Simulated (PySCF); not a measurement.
# Atomic calculation, with input and output: Ag²⁺

System: Ag²⁺, configuration 1s2 2s2 2p6 3s2 3p6 3d10 4s2 4p6 4d8 5p1, multiplicity 4.
Method: unrestricted LDA, def2-TZVPPD with ECP28, scalar-relativistic core potential (PySCF).

Input file:
```python
from pyscf import gto, scf, dft, mp, cc
import basis_set_exchange as bse
txt = bse.get_basis("def2-TZVPPD", elements=["Ag"], fmt="nwchem", header=False)
cut = txt.index("\nECP")
mol = gto.M(atom="Ag 0 0 0", charge=2, spin=3, symmetry="D2h",
            basis=gto.basis.parse(txt[:cut]),
            ecp={"Ag": gto.basis.parse_ecp(txt[cut:])})
mf = dft.UKS(mol, xc="LDA,VWN")
mf.irrep_nelec = {'Ag': (3, 1), 'B1g': (1, 1), 'B2g': (1, 1), 'B3g': (1, 1), 'B1u': (1, 1), 'B2u': (2, 1), 'B3u': (1, 1)}
mf.kernel()
```

The script is an equivalent of what the driver set up; the driver started from orbitals of its own, so the log can be shorter than this script's would be, and it computed the properties (radii, ⟨L²⟩, response) afterwards. It held the occupations shell by shell, which the script's counts by irreducible representation don't always enforce.

The run was one of a batch that the task file lists, launched with:
```bash
OMP_NUM_THREADS=1 python <driver script> TASK.json OUT
```

The program's output (extracts):
```
damping factor = 0
level_shift factor = 0
DIIS = <class 'pyscf.scf.diis.CDIIS'>
diis_start_cycle = 1
diis_space = 10
diis_damp = 0
SCF conv_tol = 1e-09
SCF conv_tol_grad = None
number electrons alpha = 10  beta = 7
XC functionals = LDA,VWN
    P. A. M. Dirac.,  Math. Proc. Cambridge Philos. Soc. 26, 376 (1930)
    F. Bloch.,  Z. Phys. 57, 545 (1929)
    S. H. Vosko, L. Wilk, and M. Nusair.,  Can. J. Phys. 58, 1200 (1980)
cycle= 1 E= -145.035929395186  delta_E= -0.00777  |g|= 0.0956  |ddm|= 0.197
cycle= 2 E= -145.036391750411  delta_E= -0.000462  |g|= 0.085  |ddm|= 0.103
cycle= 3 E= -145.038184776075  delta_E= -0.00179  |g|= 0.000518  |ddm|= 0.048
cycle= 4 E= -145.038184827311  delta_E= -5.12e-08  |g|= 6.77e-05  |ddm|= 0.000252
cycle= 5 E= -145.038184828392  delta_E= -1.08e-09  |g|= 4.22e-06  |ddm|= 4.79e-05
cycle= 6 E= -145.038184828398  delta_E= -6.05e-12  |g|= 5.33e-07  |ddm|= 3.4e-06
converged SCF energy = -145.038184828398  <S^2> = 3.7502074  2S+1 = 4.0001037
```

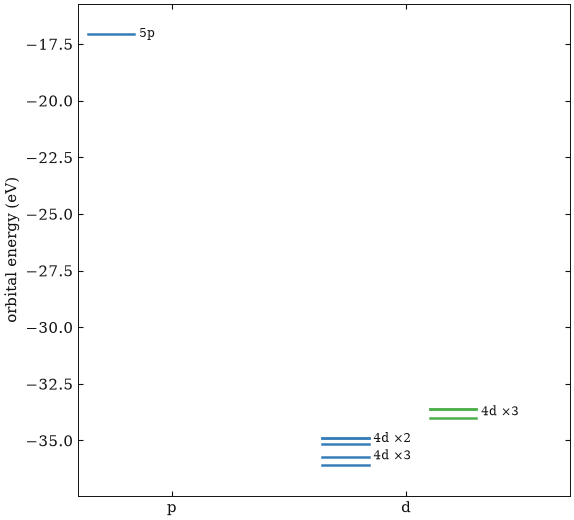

Orbital energies of the mean field, from the top down to −36.1 eV, by angular momentum, α spin at the left of each column and β at the right; ×n counts the orbitals under one label. Empty levels that the record names by l alone aren't drawn. The highest filled orbital is 5p α at −17.1 eV, the lowest empty one d β at −33.6 eV.

Results in brief:

```
                                                quantity                      value
                                                 outcome                  converged
total energy (valence electrons, under a core potential)        −145.038185 hartree
                                                    ⟨S²⟩                      3.750
                                                    ⟨L²⟩                      14.01
                                          SCF iterations                          6
                                                hardware  1 CPU thread, shared host
```

Remarks:

The driver held the occupations shell by shell, and empty s levels lie below the filled 5p. This is not the ground configuration of the species. ⟨L²⟩ departs from that of the intended term, so the determinant mixes terms.
